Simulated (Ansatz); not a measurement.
**Run report: C2H5FSi, frequency calculation**

- system: C2H5FSi
- method: MP2/6-31G*, RHF (Ansatz 0.2.0)

The geometry was optimised with MP2/6-31G*. Figures and captions count atoms from 1; the log counts them from 0 in places.

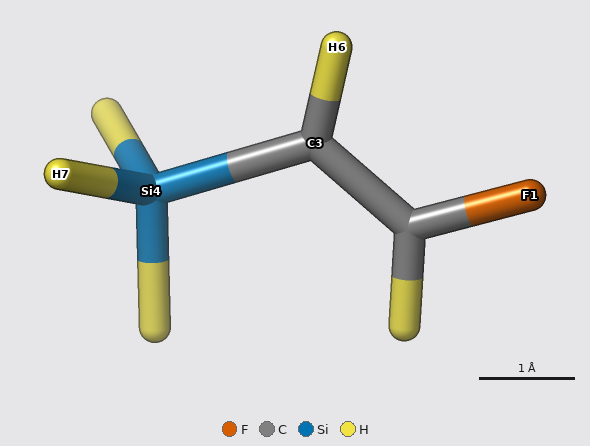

*The structure (stick view, seen at a tilt; atoms are numbered from 1 in the order of the input).*

### Summary

| quantity | value |
| --- | --- |
| outcome | converged |
| total energy | −467.464757 hartree |
| SCF energy | −466.964106 hartree |
| MP2 energy | −467.464757 hartree |
| correlation energy | −0.500652 hartree |
| basis functions | 74 |
| largest force | 0.001 eV/Å |
| SCF solution under orbital rotations | stable |
| zero-point energy | 0.061221 hartree |
| wavenumbers, lowest and highest | 151 and 3261 cm⁻¹ |
| hardware | 1 thread of Arm Neoverse V2, 24 GiB of memory available, shared host |
| wall time | 87 s |
| peak memory | 0.15 GiB |

### Input
```yaml
crystal:
  periodic: [false, false, false]
  atoms:
    - {symbol: F, position_ang: [-1.270437, 2.380561, 0.510292]}
    - {symbol: C, position_ang: [-0.578928, 1.360617, -0.052624]}
    - {symbol: C, position_ang: [-0.337073, 0.215996, 0.590176]}
    - {symbol: Si, position_ang: [0.618790, -1.157990, -0.226354]}
    - {symbol: H, position_ang: [-0.265953, 1.607953, -1.062911]}
    - {symbol: H, position_ang: [-0.721596, 0.125707, 1.604016]}
    - {symbol: H, position_ang: [1.852496, -1.475938, 0.537068]}
    - {symbol: H, position_ang: [-0.200583, -2.392972, -0.323253]}
    - {symbol: H, position_ang: [0.991683, -0.710234, -1.593509]}
basis:
  gaussian:
    orbitals: "6-31G*"
correlation:
  method: mp2
phonons:
  temperatures:
    t_min: 298.15
    t_max: 298.15
    t_step: 1
```

Run as:
```bash
ansatz run job.yaml --threads 1 --pin off --max-ram 3480MiB --events-out events.jsonl --progress --plain --runs-dir runs
```

### Output
```
Functional definition: HF
  name "HF"
  exchange = exact_x
  correlation = 0
these checks for a lower state are left out or cut short: cluster_reference
810 factors; integrals over basis functions are off by at most 6.4e-4 eV
mean field evaluation 1: about -12704.6561 eV, gradient 2.7e1 eV
mean field evaluation 2: about -12704.7243 eV, gradient 2.7e1 eV
mean field evaluation 4: about -12706.6997 eV, gradient 3.2e0 eV
mean field evaluation 8: about -12706.7403 eV, gradient 2.0e-1 eV
mean field -12706.74064035 eV, -466.9641055948 hartree, gradient 2.5e-6 eV, S^2 0.000000; 0 other end points of the search recorded, 0 dependent functions left out
8 core orbitals not correlated: weight in the atoms' cores, before any rotation towards them, 1.000 or more for the frozen orbitals, at most 0.000 for the correlated occupied ones
reference -12706.74064035 eV, -466.9641055948 hartree; 12, 12 occupied and 54, 54 virtual orbitals, 810 factors
second order -13.62342747 eV of doubles, -0.00000000 eV of singles
the calculation of the forces begins
mean field evaluation 16: about -12706.7406 eV, gradient 2.5e-6 eV
these checks for a lower state are left out or cut short: starts, cluster_reference, orbital_swaps, neighbouring_geometries, increment
810 factors; integrals over basis functions are off by at most 6.4e-4 eV
mean field -12706.74224136 eV, -466.9641644307 hartree, gradient 1.5e-6 eV, S^2 0.000000; 0 other end points of the search recorded, 0 dependent functions left out
[... from here on the field's lines of each further geometry are left out, up to the last ...]
8 core orbitals not correlated: weight in the atoms' cores, before any rotation towards them, 1.000 or more for the frozen orbitals, at most 0.000 for the correlated occupied ones
reference -12706.74101807 eV, -466.9641194757 hartree; 12, 12 occupied and 54, 54 virtual orbitals, 810 factors
second order -13.62299775 eV of doubles, -0.00000000 eV of singles
the calculation of the forces begins
these checks for a lower state are left out or cut short: starts, cluster_reference, orbital_swaps, neighbouring_geometries, increment
810 factors; integrals over basis functions are off by at most 6.4e-4 eV
mean field -12706.74015737 eV, -466.9640878456 hartree, gradient 3.0e-6 eV, S^2 0.000000; 0 other end points of the search recorded, 0 dependent functions left out
8 core orbitals not correlated: weight in the atoms' cores, before any rotation towards them, 1.000 or more for the frozen orbitals, at most 0.000 for the correlated occupied ones
reference -12706.74015737 eV, -466.9640878456 hartree; 12, 12 occupied and 54, 54 virtual orbitals, 810 factors
second order -13.62385883 eV of doubles, -0.00000000 eV of singles
the calculation of the forces begins
mean field evaluation 448: about -12706.7402 eV, gradient 3.0e-6 eV
Total energy: -12720.36406783 eV, -467.4647573202 hartree
Atom 0 at    -1.270437     2.380561     0.510292 Å, force     0.000148     0.000077    -0.000180 eV/Å
Atom 1 at    -0.578928     1.360617    -0.052624 Å, force     0.000282    -0.000237    -0.000420 eV/Å
Atom 2 at    -0.337073     0.215996     0.590176 Å, force    -0.000547     0.000447     0.001107 eV/Å
Atom 3 at     0.618790    -1.157990    -0.226354 Å, force     0.000048     0.000190    -0.000257 eV/Å
Atom 4 at    -0.265953     1.607953    -1.062911 Å, force    -0.000183     0.000272    -0.000185 eV/Å
Atom 5 at    -0.721596     0.125707     1.604016 Å, force     0.000077    -0.000576     0.000049 eV/Å
Atom 6 at     1.852496    -1.475938     0.537068 Å, force     0.000021     0.000005    -0.000053 eV/Å
Atom 7 at    -0.200583    -2.392972    -0.323253 Å, force     0.000023     0.000074    -0.000040 eV/Å
Atom 8 at     0.991683    -0.710234    -1.593509 Å, force     0.000131    -0.000250    -0.000022 eV/Å
Dipole moment:     0.079968    -0.098483    -0.085812 e Å
Vibrations: 150.93 211.14 211.17 435.69 647.87 677.03 822.91 849.16 972.32 979.89 989.64 1006.51 1145.24 1233.92 1392.32 1705.68 2309.75 2317.65 2320.10 3232.66 3261.38 cm⁻¹, zero-point energy 1.665911 eV
Checks for a lower state left out: cluster_reference
```

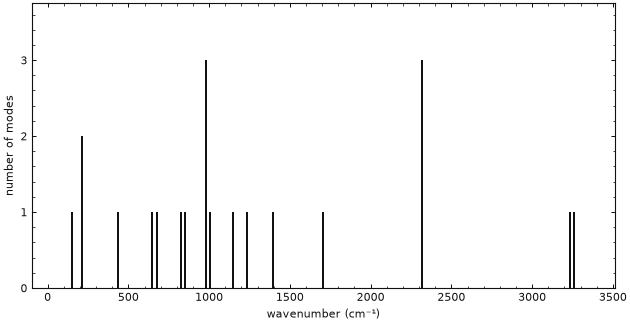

*Harmonic vibrational wavenumbers from the force constants; neighbouring modes closer than 14 cm⁻¹ are counted in one stick.*

21 modes from 151 to 3261 cm⁻¹, none imaginary.
